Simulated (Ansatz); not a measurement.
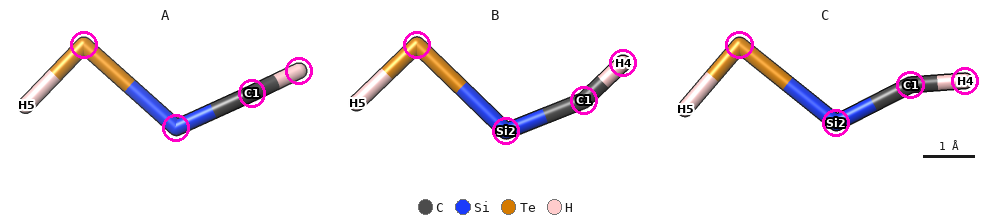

Energy scan for CH2SiTe, in which one H–C–Si–Te dihedral angle is varied, with all other coordinates relaxed. Style: stick. Shown face on. The ringed atoms are those of the scanned coordinate.

Single-point energies from Ansatz with B3LYP-D4 in the def2-TZVPP basis, on geometries relaxed under the constraint at PBE0-D4/def2-TZVP. Elements past krypton carry the basis set's effective core potentials. Energies are counted from the PBE0-D4/def2-TZVP minimum geometry at the same level.

Question: Order these geometries by energy, lowest first.

Answer: Lowest first: C (the dihedral 180.0°, 0.0 kJ/mol), A (the dihedral 274.5°, 21.9 kJ/mol), B (the dihedral 22.5°, 57.5 kJ/mol). Over the whole scan: the lowest computed point lies at the dihedral 180.0° (0.0 kJ/mol). The highest point, at 346.5°, lies 60.5 kJ/mol above the lowest and gives the barrier to rotation to within the spacing of the points.
